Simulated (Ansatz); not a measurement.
**BCl2H···H2: density, localisation and related maps**

Input

```
crystal:
  periodic: [false, false, false]
  atoms:
    - { symbol: B, position_ang: [0.151504, 0.568778, -0.365146] }
    - { symbol: H, position_ang: [0.094582, -0.253108, 1.88597] }
    - { symbol: Cl, position_ang: [1.584394, -0.298652, -0.838954] }
    - { symbol: H, position_ang: [-0.93045, 0.0722, -0.461587] }
    - { symbol: Cl, position_ang: [0.274021, 2.302925, 0.171448] }
    - { symbol: H, position_ang: [0.06395, 0.459558, 1.962968] }
basis:
  gaussian: { orbitals: def2-SVP }
hamiltonian:
  xc: b3lyp
  dispersion: d4
relax:
  f_tol: 0.03
  max_steps: 50
output:
  orbitals: {}
```

Run with:

```sh
ansatz run input.yaml --threads 1 --pin off --max-ram 2048MiB --backend cpu --events-out ev --progress --plain --runs-dir out
```

The fields are those of the run's last geometry, not of the input's.

Level of theory: RKS B3LYP-D4/def2-SVP (Ansatz 0.2.0).

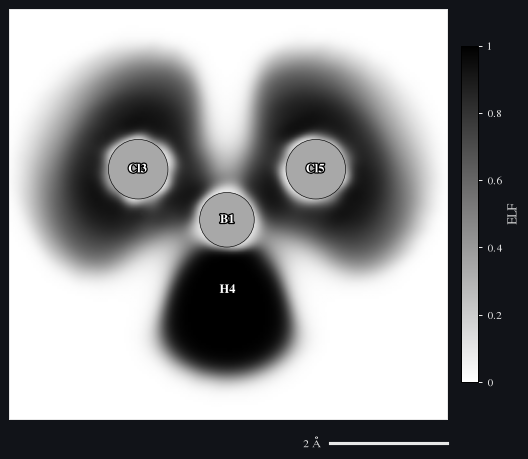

Figure 1. Electron localisation function on the plane of atoms Cl3, B1 and H4. Grey discs cover the atomic cores.

What do the fields say about this system?

Answer.
- Atoms in the plane: B, Cl and H.
- B–Cl (1.75 Å): the ELF peaks at about 0.90 between the atoms (a shared but strongly polarised pair).
- B–H (1.20 Å): the ELF climbs to about 1 towards the hydrogen, as it does in any bond to H (an ordinary covalent bond to hydrogen).
- The ELF also peaks beside Cl3 and Cl5, away from the bonds: lone-pair regions.

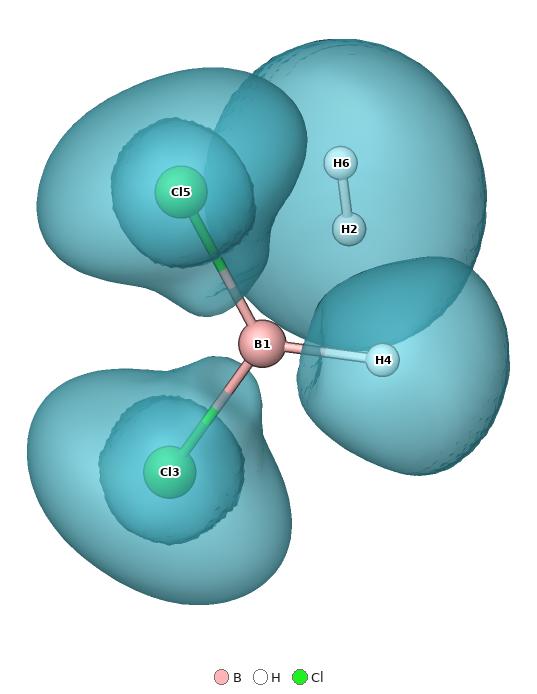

Figure 2. Isosurface of the ELF at 0.75 (cyan), seen at an oblique angle. Only the valence region is drawn (cores and ρ < 0.01 e/Å³ removed).

Where are the electrons localised?

Answer. At this value the surface marks out two regions around hydrogen nuclei and two regions on Cl in which the atom's valence shell and bonds are merged. Profiles from the grid: B1···H6 (3.12 Å): the ELF dips to about 0 between them: a non-bonded, intermolecular contact.

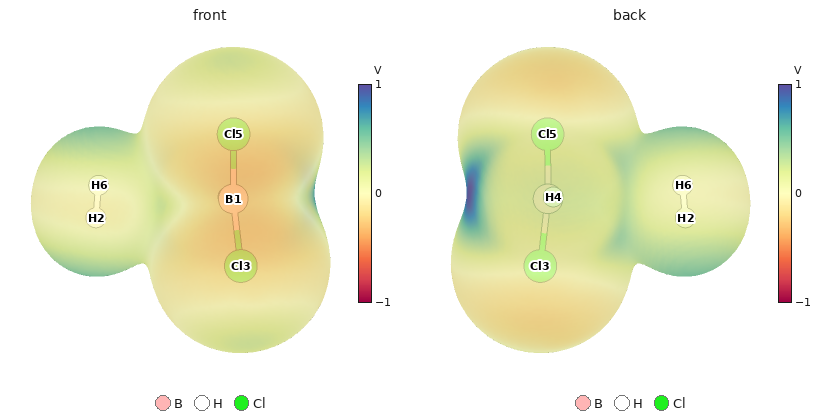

Figure 3. The electrostatic potential painted on the density surface at 0.001 e/bohr³, seen from the front and from behind; red is negative and blue positive.

Describe the electrostatic potential map.

Answer. The most negative region (about −0.3 V) lies over Cl3 and Cl5, the most positive (about +0.9 V) over B1. Cl3 shows a σ-hole: about +0.3 V at the tip opposite its bond, against about −0.2 V on its flanks.
